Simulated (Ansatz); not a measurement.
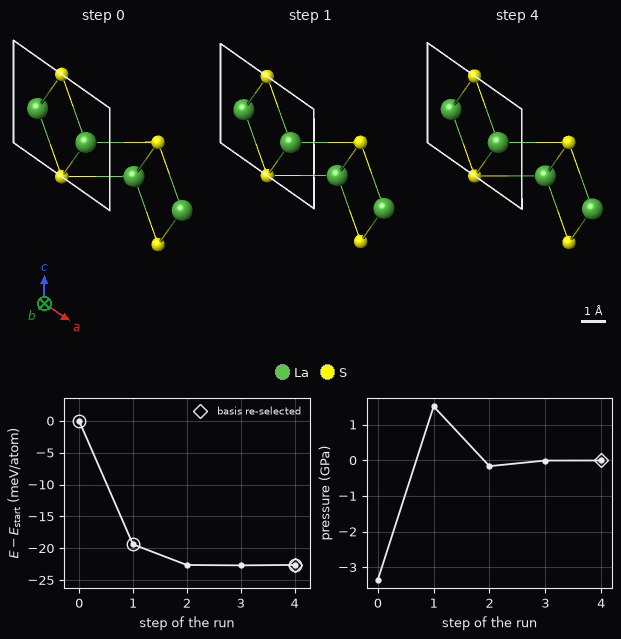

Frames of a relaxation of crystalline La₂S (a generated structure, set up in I4/mmm), marked on the history of the run. The picture is a ball-and-stick view of the cell of the calculation, repeated 2 × 1 × 1 with one cell outlined, seen along the b axis.

The calculation used Ansatz, DFT PBE, scalar-relativistic, plane waves, PAW.

Input file:
```yaml
crystal:
  lattice:
    - [-2.53396302, 2.53396302, 3.55830817]
    - [2.53396302, -2.53396302, 3.55830817]
    - [2.53396302, 2.53396302, -3.55830817]
  atoms:
    - { symbol: La, position: [0.75, 0.25, 0.5] }
    - { symbol: La, position: [0.25, 0.75, 0.5] }
    - { symbol: S, position: [0.5, 0.5, 0.0] }
basis:
  ecutwfc: 420
kpoints:
  mp_grid: { grid: [14, 14, 14] }
hamiltonian:
  xc: pbe
scf:
  occupations: { method: gaussian, width: 0.1 }
output:
  forces: true
  stress: true
  eigenvalues: true
relax:
  adjacent_minimum: "off"
  f_tol: 0.01
  max_steps: 80
  cell: { stress_tol: 0.05 }
```

Run as
```bash
ansatz run input.yaml --threads 1 --pin off --max-ram 2560MiB --backend cpu --events-out ev --progress --plain --runs-dir out
```

Question: What happens along the run?

Answer: The atoms keep their places relative to the cell (all moves are under 0.005 Å). The volume changes by −6.7 %, with a = b = c 5.050 → 4.939 Å (−2.2 %), α 119.8° → 119.9°, β 119.8° → 119.9°, γ 90.4° → 90.2°. Near-neighbour distances that change, for instance: La1–La2 3.584 → 3.498 Å, La1–La2 (another image) 3.558 → 3.487 Å, La1–S3 3.096 → 3.026 Å. The space group stays I4/mmm (No. 139). Over 3 accepted moves (4 points after the start) the energy falls by 22.6 meV per atom. All forces vanish by symmetry, so only the cell relaxes. The pressure goes from −3.35 to −0.01 GPa. At 1 point the geometry stayed and the basis and grid were re-selected for the new cell (energy shift of 0.1 meV per atom at most each time). Cost: 2.5 min on 1 thread of Arm Neoverse V1 (shared host), peak memory 0.64 GiB. From step 0 to 1: volume −9.0 %, energy −19.4 meV per atom. From step 1 to 4: volume +2.6 %, energy −3.2 meV per atom.

| step | E − E(0), meV/atom | pressure, GPa | volume, Å³/atom | note |
| --- | --- | --- | --- | --- |
| 0 | 0.00 | -3.35 | 30.464 |  |
| 1 | -19.39 | 1.51 | 27.719 |  |
| 2 | -22.63 | -0.16 | 28.516 |  |
| 3 | -22.68 | -0.01 | 28.436 |  |
| 4 | -22.62 | -0.01 | 28.436 | same geometry, new basis |
